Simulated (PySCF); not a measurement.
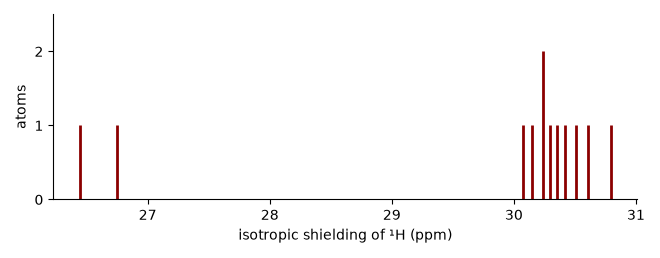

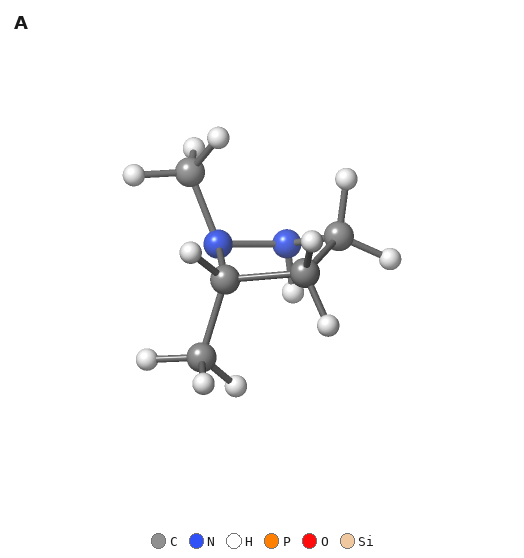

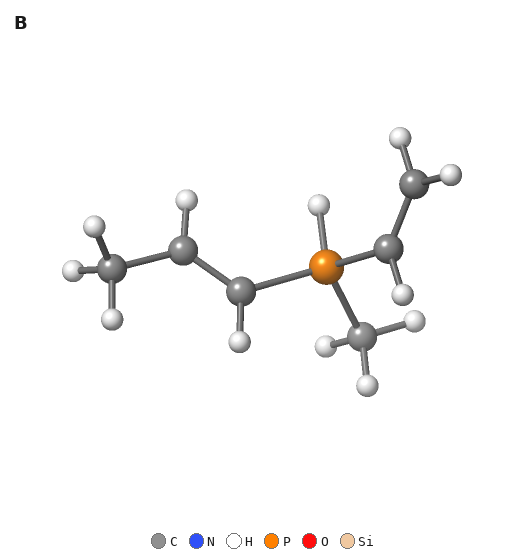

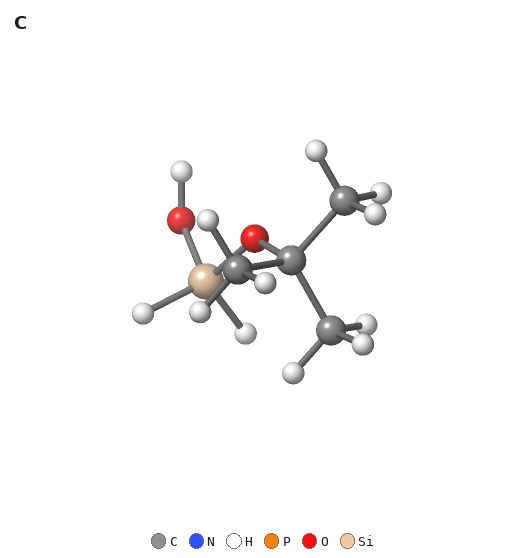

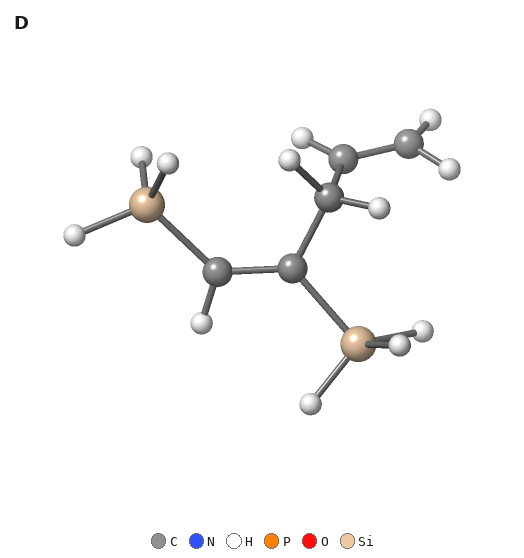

The sticks are computed shieldings of one of the molecules, for one fixed geometry (GFN2-xTB) without averaging over rotations. Low shielding means a high chemical shift. Method: GIAO PBE0/pcSseg-1 NMR shielding, non-relativistic, gas phase (PySCF 2.14.0).

Match the spectrum to a structure.

C, `CC(C)(C)O[SiH2]O`. Its 12 H atoms give lines at 26.44, 26.75, 30.07, 30.15, 30.24 (2 atoms), 30.30, 30.35, 30.42, 30.51, 30.61, 30.79 ppm.

The geometry is semi-empirical. Around P, Si such bond lengths and angles can be off by a tenth of an ångström or more and by several degrees, and values that hang on the shape move with them.
